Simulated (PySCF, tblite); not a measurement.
# C4H9F3Si2: geometry, infrared bands and NMR shifts

What infrared bands and NMR shifts should C4H9F3Si2 (`C[Si@H]1C[Si@@H](C(F)(F)F)C1`) show?

Programs: tblite 0.8.0 and PySCF 2.14.0, with density-fitted response routines of our own. Each step states its level of theory. These are calculated values for one molecule in the gas phase, unless marked as measured. Atoms are numbered from 0 throughout.

### Step 1. Starting geometry

18 atoms, charge 0, multiplicity 1; geometry from: force field or distance geometry start.

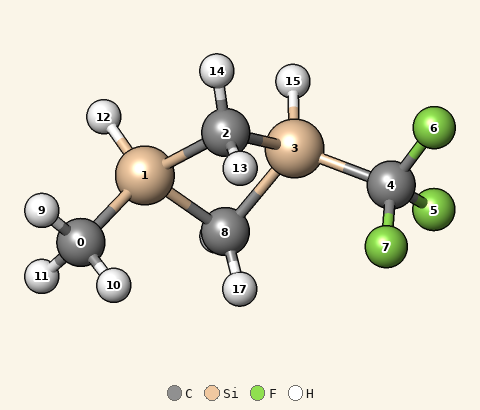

The starting geometry (carbon grey, silicon light orange, fluorine green, hydrogen white), atoms numbered.

### Step 2. Relaxing the molecule with GFN2-xTB

The job: settings as JSON, then the geometry in Å.

```
{"job": {"kind": "relax", "xc": "GFN2-xTB", "basis": "xTB"}, "charge": 0, "multiplicity": 1}
C     -2.550800     0.991500     0.292500
Si    -1.360100    -0.108100    -0.528200
C      0.221300     0.807000    -1.038400
Si     1.164000    -0.720300    -0.434000
C      2.684700    -0.314500     0.466200
F      3.206400    -1.388700     1.093400
F      3.644600     0.164600    -0.379100
F      2.482500     0.645200     1.405400
C     -0.306800    -1.069400     0.741500
H     -3.023000     1.680700    -0.419400
H     -2.092900     1.601400     1.071000
H     -3.372300     0.425500     0.767700
H     -1.922800    -0.970700    -1.578900
H      0.424100     1.709400    -0.461200
H      0.306300     1.018700    -2.108000
H      1.268300    -1.768300    -1.479000
H     -0.563200    -2.117300     0.865900
H     -0.219100    -0.580200     1.711000
```

Command:

```
$ OMP_NUM_THREADS=1 python probes_run.py task.json out
```

The driver reads the jobs from task.json and runs them one after another.

**Question.** This job is followed by: GFN2-xTB harmonic vibrations, gas phase; GIAO PBE0/pcSseg-1 NMR shielding, non-relativistic, gas phase. What will the session give for the following? strongest single infrared mode (GFN2-xTB); zero-point energy (GFN2-xTB); ¹³C shifts against TMS (PBE0/pcSseg-1, means over atoms taken as alike); ¹H shifts against TMS (PBE0/pcSseg-1, means over atoms taken as alike); ²⁹Si shifts against TMS (PBE0/pcSseg-1); ¹⁹F shifts against CFCl3 (PBE0/pcSseg-1, means over atoms taken as alike).

**Answer**, as computed:

| quantity | value |
| --- | --- |
| strongest single infrared mode (GFN2-xTB) | 2212 cm⁻¹, 392 km/mol |
| zero-point energy (GFN2-xTB) | 75.2 kcal/mol |
| ¹³C shifts against TMS (PBE0/pcSseg-1, means over atoms taken as alike) | 140.6, 1.8, -1.6 ppm |
| ¹H shifts against TMS (PBE0/pcSseg-1, means over atoms taken as alike) | 5.18, 5.12, 0.78, 0.67, 0.56 ppm |
| ²⁹Si shifts against TMS (PBE0/pcSseg-1) | -7.4, -13.4 ppm |
| ¹⁹F shifts against CFCl3 (PBE0/pcSseg-1, means over atoms taken as alike) | -79.6 ppm |

**Reading.** The optimisation took 94 steps and gained 0.559 eV; among the close pairs (by a distance rule), Si3–C4 changed most, from 1.813 to 1.947 Å. All 48 modes are real, so the xTB geometry is a minimum. The strongest single mode, at 2212 cm⁻¹, moves mainly H12. GFN2-xTB is a fitted tight-binding method: band positions and strengths are rough. Its intensities can rank the bands wrongly. At PBE0/pcSseg-1: The widest tensor belongs to F5, F6, F7: span 181 ppm, with a paramagnetic part of -224 ppm.
